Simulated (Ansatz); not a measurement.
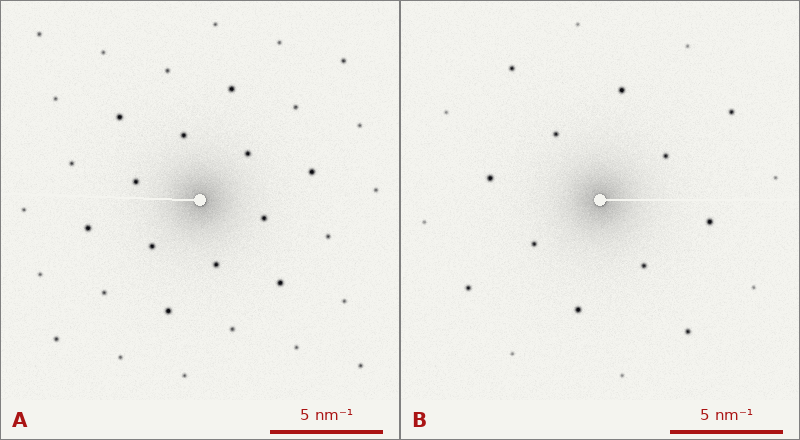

Kinematic electron diffraction patterns (200 kV, B = 0.5 Å², same scale, each along a low-index zone) of two structures of composition CaF, each relaxed at zero pressure with DFT PBE, scalar-relativistic, plane waves, PAW in Ansatz 0.2.0.

The structures (standard cells):
1. P-3m1 (No. 164), a = 3.851 Å, c = 6.461 Å (hexagonal axes), 4 atoms; generated start, possibly hypothetical
2. F-43m (No. 216), a = 5.616 Å, 8 atoms; generated start, possibly hypothetical

Q: Which pattern belongs to which structure, and along which zone?

A: A is structure 1 along [001]: hexagonal net of 1 -1 0 at d = 3.33 Å and 1 0 0 at d = 3.33 Å, 60.0° apart. B is structure 2 along [001] or an equivalent direction: square net of 2 0 0 at d = 2.81 Å and 0 2 0 at d = 2.81 Å, 90.0° apart.

Q: Which structure lies lowest at this level of theory, and by how much?

A: Structure 1 (P-3m1, 20.74 Å³ an atom) is the lowest of these; structure 2 (F-43m, 22.14 Å³ an atom) lies about 250 meV an atom higher. These are static energies at 0 K; other structures, not shown, may lie lower still.
